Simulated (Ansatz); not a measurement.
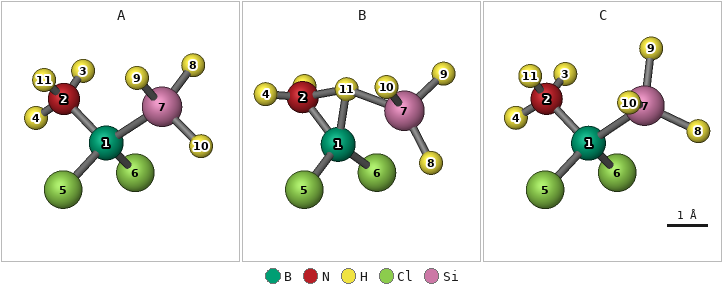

3 geometries from a converged minimum-energy path of BSiNH$_{6}$Cl$_{2}$, made up at the start of BNH2Cl2 and SiH4, shuffled. A ball-and-stick model, seen at a tilt.

These are results of Ansatz, RKS PBE-D4/6-31G*, not measurements. Settings: 5 movable images; climbing image; force threshold 0.05 eV/Å; iteration limit 60; starting path through a guess of the saddle point.

Q: Which frame is the top of the path?

A: B. In order along the path, whose images run from 0 to 6: B (image 3, +188.3 kJ/mol), C (image 5, +19.6 kJ/mol), A (image 6, +15.8 kJ/mol). Breaking: Si7–H11 (1.50 → 1.84 at the top → 3.20 Å). Forming: B1–Si7 (3.92 → 2.31 at the top → 2.04 Å), N2–H11 (3.25 → 1.39 at the top → 1.03 Å).

Limits of the set-up: the start holds two separate molecules, 3.1 Å apart at their closest, whose relative position is a soft coordinate.
